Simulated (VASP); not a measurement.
Band structure of CdS (zinc blende). Computed with AM05 GGA, VASP's PBE PAW potentials (set 64) (plane waves; VASP).

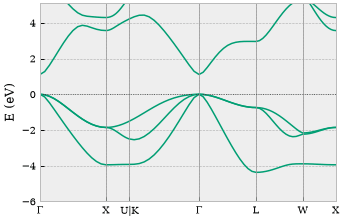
Fig. 1. Bands along high-symmetry lines, zero at the valence-band maximum or, without a gap, the Fermi level

Task: Read the plot: is there a gap, and where are the band edges?

Result: The gap is direct, 1.11 eV, from the valence maximum at Γ to the conduction minimum at Γ. (Edges off the drawn lines would not show.)

Measured: gap 2.48 eV at 4 K (computed value off by -1.37 eV), as given by arXiv:1206.3780.

The compound is CdS in the zinc blende structure, a metastable form; wurtzite is the usual one. It was relaxed first.
